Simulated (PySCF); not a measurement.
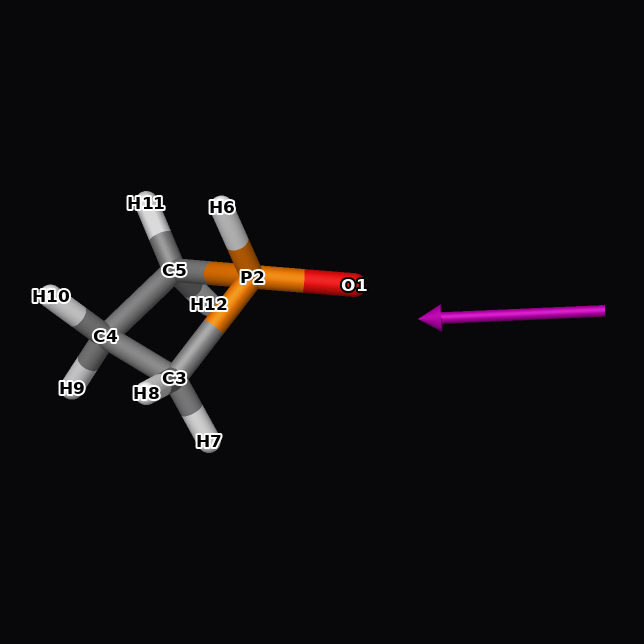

The arrow beside the molecule shows the direction of the dipole moment, from the negative to the positive end (its length means nothing). Computed geometry: GFN2-xTB optimisation. No frequency run is at hand to confirm it as a minimum. Properties computed with CAM-B3LYP/def2-SVPD, gas phase (PySCF 2.14.0).

### How large is the dipole moment?

4.46 D; it points from the side of O1 to the side of H10 (the outermost atoms at the two ends).

The geometry is semi-empirical. Around P such bond lengths and angles can be off by a tenth of an ångström or more and by several degrees, and values that hang on the shape move with them.
